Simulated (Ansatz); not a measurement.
CH₅F₂NSi (SMILES N[SiH2]C(F)F)

Input file:

```
crystal:
  periodic: [false, false, false]
  atoms:
    - {symbol: N, position_ang: [-0.195269, 0.563169, 1.541335]}
    - {symbol: Si, position_ang: [-0.604140, 0.371664, -0.105915]}
    - {symbol: C, position_ang: [0.776624, -0.643137, -0.964912]}
    - {symbol: F, position_ang: [0.895803, -1.861112, -0.343418]}
    - {symbol: F, position_ang: [0.454748, -0.885669, -2.270884]}
    - {symbol: H, position_ang: [-0.183656, -0.210237, 2.184631]}
    - {symbol: H, position_ang: [-0.314925, 1.444298, 2.009709]}
    - {symbol: H, position_ang: [-1.861905, -0.373692, -0.380344]}
    - {symbol: H, position_ang: [-0.654741, 1.723570, -0.715640]}
    - {symbol: H, position_ang: [1.770560, -0.180053, -0.951760]}
basis:
  gaussian: {orbitals: def2-TZVPP}
hamiltonian: {xc: pbe0, dispersion: d4}
output: {orbitals: {seedname: orbitals}}
```

Launched as:

```sh
ansatz run in.yaml --threads 4 --pin off --events-out ev --progress --plain --max-ram 10444MiB
```

Geometry: PBE0-D4/def2-TZVP.

Method: RKS PBE0-D4/def2-TZVPP in Ansatz 0.2.0.

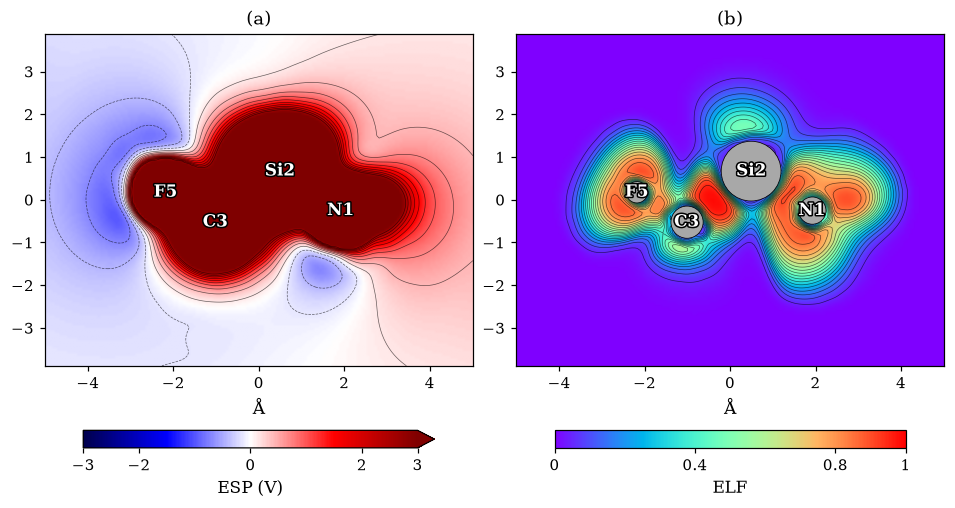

Figure 1. (a) molecular electrostatic potential; (b) ELF on the plane of atoms Si2, C3 and F5. Grey discs cover the atomic cores in the ELF map.

### What does the map show?

- Atoms in the plane: N, Si, C and F.
- C–F (1.37 Å): the ELF peaks at about 0.85 between the atoms; a shared but strongly polarised pair.
- Si–N (1.71 Å): the ELF peaks at about 0.90 between the atoms (a shared but strongly polarised pair).
- C–Si (1.92 Å): the ELF peaks at about 1 between the atoms; localised, covalent bonding.
- The ELF also peaks beside N1 and F5, away from the bonds: lone-pair regions.
- Outside the dense part of the molecule the potential is most negative (−1.0 V) near F5.

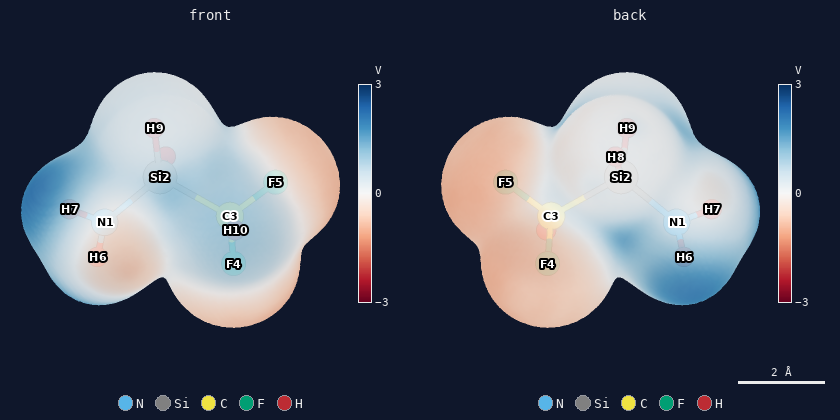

Figure 2. The electrostatic potential painted on the density surface at 0.002 e/bohr³, seen from the front and from behind; the colour scale runs from red (negative) to blue (positive).

### Which sites attract a positive test charge, and which a negative one?

A positive charge is drawn to the negative regions and a negative charge to the positive ones. The most negative region (about −1.0 V, or −23 kcal/mol for a unit charge) lies over F4 and F5, the most positive (about +2.1 V, or +48 kcal/mol for a unit charge) over H7.

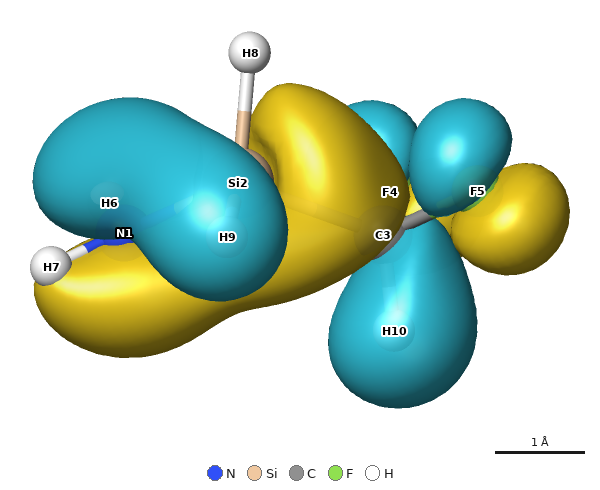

Figure 3. The HOMO−1 at ±0.08 Å⁻³ᐟ² (yellow and cyan are the two phases), seen from one side.

### Where does this orbital lie, and at what energy?

It lies mainly on N1 (about 20 %), C3 (about 20 %), Si2 (about 20 %), F4 (about 15 %), F5 (about 15 %) and H10 (about 5 %). Its energy is −8.77 eV.
